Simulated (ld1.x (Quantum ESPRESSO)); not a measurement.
## Pseudopotential generation for Ta (part 2 of 2)

Continued. System: tantalum (Ta, Z = 73), core [Xe] 4f14, reference valence 5d3 6s1.5 6p0.5, valence charge 5. Method: RRKJ potential, LDA (PZ), scalar-relativistic, made with ld1.x (Quantum ESPRESSO) 7.5.

### Output of the test run (extracts), continued
```
     ---------------------- Testing the pseudopotential ----------------------

     Ta
     scalar relativistic calculation

     atomic number is 73.00   valence charge is  5.00
     dft =PZ   lsd =0 sic =0 latt =0  beta=0.20 tr2=1.0E-14
     mesh =1273 r(mesh) = 100.43799 xmin = -7.00 dx = 0.01250

     n l     nl             e AE (Ry)        e PS (Ry)    De AE-PS (Ry)
     3 2     5D   1( 4.00)       -0.20834       -0.20653       -0.00181
     1 0     6S   1( 1.00)       -0.37965       -0.37996        0.00032
     2 1     6P   1( 0.00)       -0.09665       -0.09788        0.00123

     eps = 4.8E-15  iter = 12

     Etot =  -31190.544299 Ry,  -15595.272149 Ha, -424368.974069 eV
     Etotps =    -9.303849 Ry,      -4.651924 Ha,    -126.585312 eV
     dEtot_ae =      -0.000313 Ry
     dEtot_ps =       0.001237 Ry,   Delta E=      -0.001550 Ry

     Ekin =      10.239437 Ry,       5.119718 Ha,     139.314637 eV
     Encl =     -15.803980 Ry,      -7.901990 Ha,    -215.024108 eV
     Ehrt =       8.852649 Ry,       4.426324 Ha,     120.446420 eV
     Ecxc =      -2.489479 Ry,      -1.244740 Ha,     -33.871093 eV
     Epseu=     -10.102474 Ry,      -5.051237 Ha,    -137.451167 eV

     ---------------------- End of pseudopotential test ----------------------

     ---------------------- Testing the pseudopotential ----------------------

     Ta
     scalar relativistic calculation

     atomic number is 73.00   valence charge is  5.00
     dft =PZ   lsd =1 sic =0 latt =0  beta=0.20 tr2=1.0E-14
     mesh =1273 r(mesh) = 100.43799 xmin = -7.00 dx = 0.01250

     n l     nl             e AE (Ry)        e PS (Ry)    De AE-PS (Ry)
     3 2     5D   1( 3.00)       -0.36878       -0.39707        0.02828  !
     1 0     6S   1( 1.00)       -0.48679       -0.49012        0.00333
     2 1     6P   1( 0.50)       -0.15798       -0.15744       -0.00054
     3 2     5D   2( 0.00)       -0.24147       -0.09775       -0.14372  !
     1 0     6S   2( 0.50)       -0.37675       -0.33867       -0.03807  !
     2 1     6P   2( 0.00)       -0.09592       -0.08877       -0.00715  !

     eps = 2.1E-15  iter = 12

     Etot =  -31190.658169 Ry,  -15595.329084 Ha, -424370.523349 eV
     Etotps =    -9.531866 Ry,      -4.765933 Ha,    -129.687645 eV
     dEtot_ae =      -0.114183 Ry
     dEtot_ps =      -0.226780 Ry,   Delta E=       0.112597 Ry

     Ekin =       9.121633 Ry,       4.560816 Ha,     124.106136 eV
     Encl =     -15.615265 Ry,      -7.807632 Ha,    -212.456497 eV
     Ehrt =       8.423460 Ry,       4.211730 Ha,     114.607013 eV
     Ecxc =      -2.612754 Ry,      -1.306377 Ha,     -35.548333 eV
     Epseu=      -8.848940 Ry,      -4.424470 Ha,    -120.395965 eV

     ---------------------- End of pseudopotential test ----------------------

     ---------------------- Testing the pseudopotential ----------------------

     Ta
     scalar relativistic calculation

     atomic number is 73.00   valence charge is  5.00
     dft =PZ   lsd =1 sic =0 latt =0  beta=0.20 tr2=1.0E-14
     mesh =1273 r(mesh) = 100.43799 xmin = -7.00 dx = 0.01250

     n l     nl             e AE (Ry)        e PS (Ry)    De AE-PS (Ry)
     3 2     5D   1( 3.00)       -0.31609       -0.34549        0.02940  !
     1 0     6S   1( 1.00)       -0.44040       -0.44539        0.00499
     2 1     6P   1( 0.00)       -0.12116       -0.12173        0.00057
     3 2     5D   2( 0.00)       -0.21275       -0.09768       -0.11507  !
     1 0     6S   2( 1.00)       -0.36869       -0.34226       -0.02643  !
     2 1     6P   2( 0.00)       -0.08994       -0.08609       -0.00385

     eps = 4.4E-15  iter = 24

     Etot =  -31190.775041 Ry,  -15595.387521 Ha, -424372.113479 eV
     Etotps =    -9.632880 Ry,      -4.816440 Ha,    -131.062010 eV
     dEtot_ae =      -0.231055 Ry
     dEtot_ps =      -0.327794 Ry,   Delta E=       0.096739 Ry

     Ekin =       9.015052 Ry,       4.507526 Ha,     122.656035 eV
     Encl =     -15.866802 Ry,      -7.933401 Ha,    -215.878840 eV
     Ehrt =       8.622787 Ry,       4.311393 Ha,     117.318991 eV
     Ecxc =      -2.612870 Ry,      -1.306435 Ha,     -35.549909 eV
     Epseu=      -8.791047 Ry,      -4.395523 Ha,    -119.608287 eV

     ---------------------- End of pseudopotential test ----------------------
```

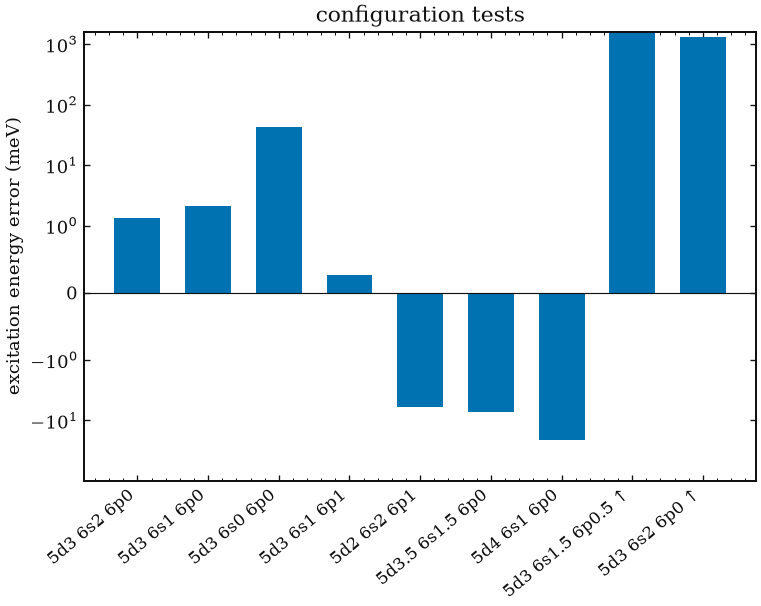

*Errors, all-electron minus pseudo, of the energies of valence configurations relative to the unpolarised reference 5d3 6s1.5 6p0.5. An arrow marks spin-polarised runs filled by Hund’s rule.*

- Worst configuration: 5d3 6s1.5 6p0.5 ↑ (neutral): the error is +1532 meV on an all-electron energy of -1.55 eV relative to the reference, or 99 %.
- Configurations within 10 meV and within 50 meV: 5 and 7 of 9.
- Errors in meV: 5d3 6s2 6p0: +1.3; 5d3 6s1 6p0: +2.1; 5d3 6s0 6p0: +43; 5d3 6s1 6p1: +0.3; 5d2 6s2 6p1: -6.1; 5d3.5 6s1.5 6p0: -7.3; 5d4 6s1 6p0: -21; 5d3 6s1.5 6p0.5 ↑: +1532; 5d3 6s2 6p0 ↑: +1316.

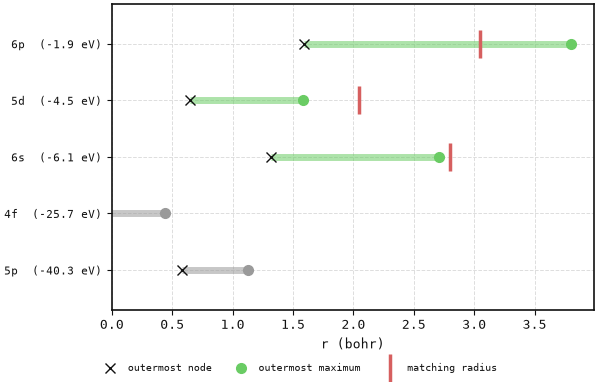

*Outer shells of the all-electron reference atom: each bar runs from the outermost node (or the nucleus) to the outermost maximum of u(r); the tick is the radius chosen for the pseudo-wave. Shells without a tick have no pseudo-wave of their own. Levels, nodes and maxima are from ld1.x, scalar-relativistic.*

- Radii against the shells: 6s: 2.80 bohr, outside the maximum; 5d: 2.05 bohr, outside the maximum; 6p: 3.05 bohr, between node and maximum.

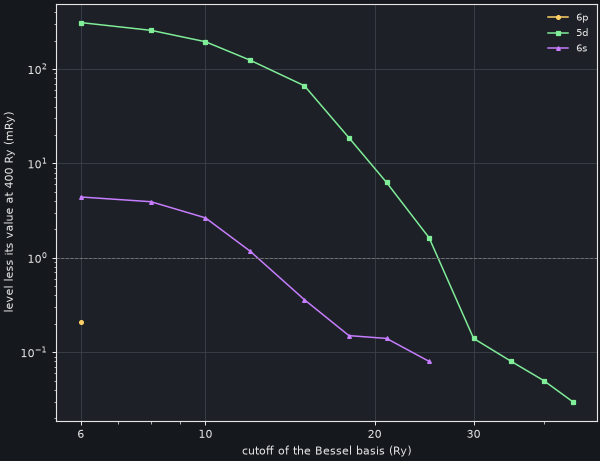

*The pseudo-atom Hamiltonian at the reference potential is diagonalised in spherical Bessel functions (20 bohr box) up to the cutoff. Curves: distance of each valence level from its value at 400 Ry.*

- Cutoffs for 10 and 1 mRy in the occupation-weighted sum of levels: 25 Ry and 30 Ry, on the ladder of cutoffs that was run.
- Cutoffs from which each level stays within 1 mRy: 6p: 6 Ry or less; 5d: 30 Ry; 6s: 15 Ry.
- Hardest occupied shell: 5d: its level needs 30 Ry to come within 1 mRy, against 15 Ry for 6s.

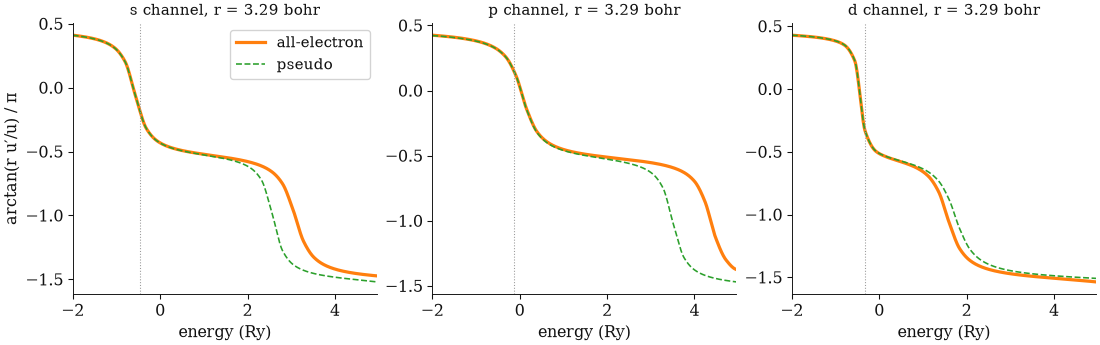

*Unwrapped phase arctan(r u′/u) in units of π against energy, all-electron (solid) and pseudo (dashed); the pseudo phase is matched to the all-electron one at the reference energy. Here u = r R(r). The dotted line marks the reference energy of the channel.*

- Ghost states: Going away from the reference energies, the phases part by more than π/2 in: s at about 2.7 Ry (above its reference energy, pseudo phase lower); p at about 3.6 Ry (above its reference energy, pseudo phase lower). Such a step is either a state that only one of the two atoms has or an ordinary level shifted in energy. The separate test gives: no ghost state below the valence levels in the p, d, s, f channels.
- First channel to depart above its reference energy: the d channel: its phase error passes 0.05 rad 1.2 Ry above its reference energy, against 2.1 Ry for s.
- Poles, where the radial function vanishes at the test radius: s: all-electron at 0.6 Ry, pseudo at 0.6 and 4.4 Ry; p: all-electron at 1.7 Ry, pseudo at 1.5 Ry; d: all-electron at -0.1 and 3.7 Ry, pseudo at -0.1 and 4.5 Ry.

Outcome of the run: generated.
